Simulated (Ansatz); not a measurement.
# Profile along the Zn–O line in ZnO (wurtzite)

ZnO (wurtzite)

```
ZnO
1.0
    3.27960     0.00000     0.00000
   -1.63980     2.84021     0.00000
    0.00000     0.00000     5.29330
Zn O
2 2
Direct
  0.66667   0.33333   0.00215
  0.33333   0.66667   0.50215
  0.66667   0.33333   0.62305
  0.33333   0.66667   0.12305
```

Fields along a shortest Zn–O line of a (1 -1 0 0) plane (2.01 Å), from Zn to O, interpolated on the slice's grid (step about 0.2 Å). The numbers are results of PBE (plane waves to 420 eV, PAW, scalar-relativistic; Ansatz, a first-principles code), not measurements. k mesh 12×12×6. These are valence fields of a PAW run, semicore shells included where kept as valence: close to a nucleus they are smooth pseudo fields. ZnO was relaxed with its symmetry unable to fall.

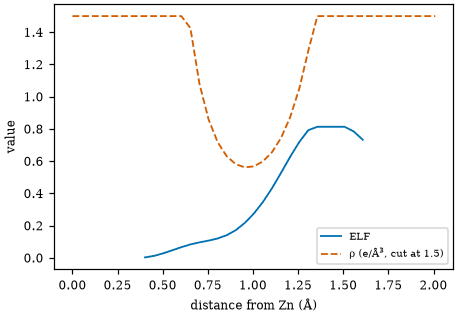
ELF (away from the nuclei) and valence density from Zn to O.

Density on the Zn–O line (2.01 Å) at its density minimum, 1.0 Å from Zn: 0.56 e/Å³. ELF at that point: 0.2.
